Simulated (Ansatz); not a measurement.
# FHSi₂: what the fields show

Input

```
crystal:
  periodic: [false, false, false]
  atoms:
    - {symbol: F, position_ang: [-0.424319, 0.060560, 1.351192]}
    - {symbol: Si, position_ang: [2.922146, 0.457294, -0.059447]}
    - {symbol: Si, position_ang: [1.123737, 0.137998, 0.983891]}
    - {symbol: H, position_ang: [1.358125, 0.723978, -0.592696]}
basis:
  gaussian:
    orbitals: def2-TZVPD
hamiltonian:
  xc: {name: PBE0}
output: {forces: true, orbitals: {seedname: orbitals}}
```

Run with:

```sh
ansatz run input.yaml --threads 2 --pin off --max-ram 4350MiB --events-out events.jsonl --progress --plain --runs-dir runs
```

Geometry: PBE0-D4/def2-TZVP.

These are results of isolated molecule in a Gaussian basis; Kohn-Sham density functional theory, functional PBE0 (Ansatz), not measurements.

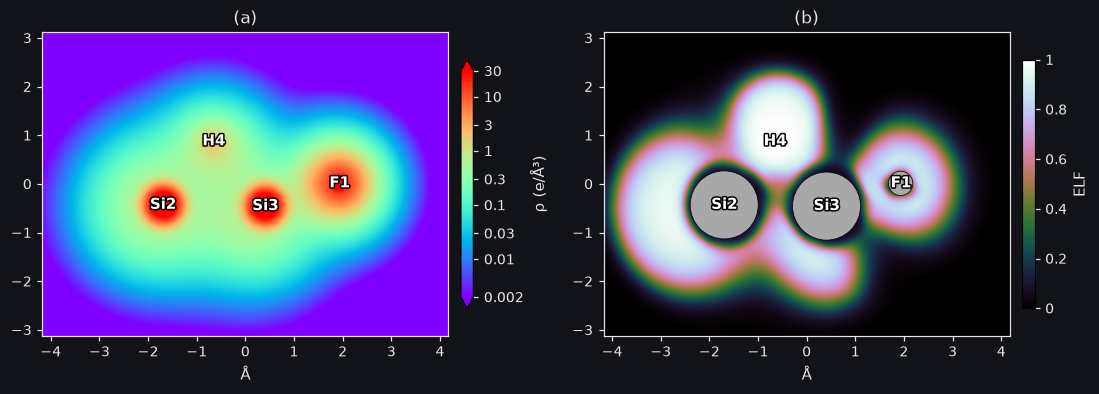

Figure 1. (a) total electron density; (b) ELF on the molecular plane. Grey discs cover the atomic cores in the ELF map.

**Interpret the plot.**

- The plane passes through F, Si and H nuclei.
- Si–F (1.59 Å): ρ at the midpoint is about 1.2 e/Å³; the ELF peaks at about 0.85 in the valence shell of F, 0.6 Å from its nucleus, and is about 0.40 at the midpoint.
- Si–Si (2.10 Å): ρ at the midpoint is about 0.54 e/Å³; the ELF reaches about 0.50 near the midpoint.
- Si–H (1.67 Å): ρ is about 0.53 e/Å³ halfway; the ELF climbs to about 1 towards the hydrogen, as it does in any bond to H.
- The ELF also peaks beside Si3, Si2 and F1, away from the bonds: lone-pair regions.

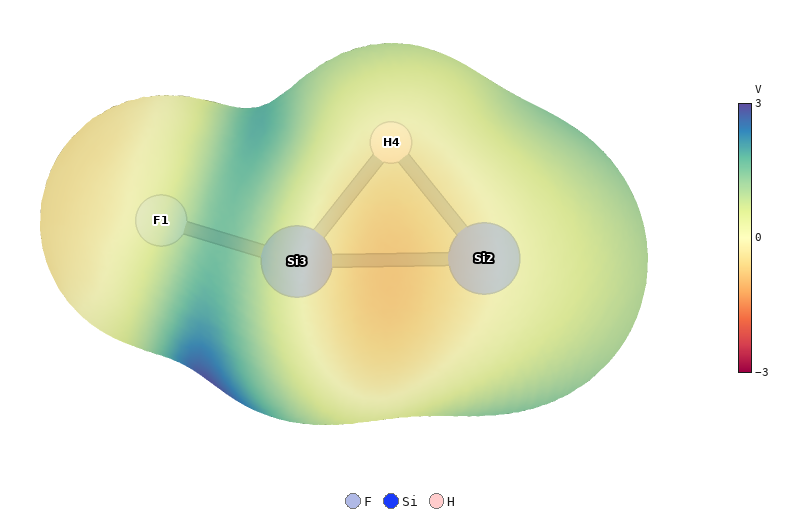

Figure 2. The molecular electrostatic potential painted on the density surface at 0.004 e/bohr³, seen across its widest extent; the colour scale runs from red (negative) to blue (positive).

**Describe the electrostatic potential map.**

The most negative region (about −0.8 V) lies over Si2, the most positive (about +2.8 V) over Si3.

**How polar is the molecule by this calculation?**

Its dipole moment is 0.29 D.

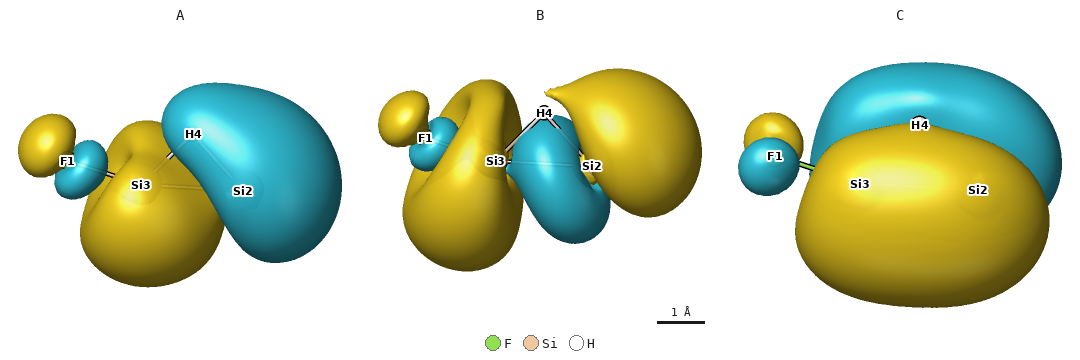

Figure 3. Three frontier orbitals at ±0.06 Å⁻³ᐟ² (yellow and cyan are the two phases), in no order.

**Which picture is the HOMO−1, the HOMO and the LUMO?**

A is the HOMO−1 (−8.62 eV). By Hirshfeld shares it lies mainly on Si2 (about 45 %), Si3 (about 40 %), F1 (about 5 %) and H4 (about 5 %); it is symmetric in the molecular plane (an in-plane orbital: σ, lone-pair or in-plane π type). C is the HOMO (−6.08 eV). It lies mainly on Si2 (about 50 %) and Si3 (about 45 %); it changes sign across the molecular plane (π type); π-bonding across Si2–Si3. B is the LUMO (−2.62 eV). By Hirshfeld shares it lies mainly on Si3 (about 50 %), Si2 (about 40 %) and F1 (about 10 %); it is symmetric in the molecular plane (an in-plane orbital: σ, lone-pair or in-plane π type).

**What is the HOMO–LUMO gap?**

3.46 eV between the orbital energies.
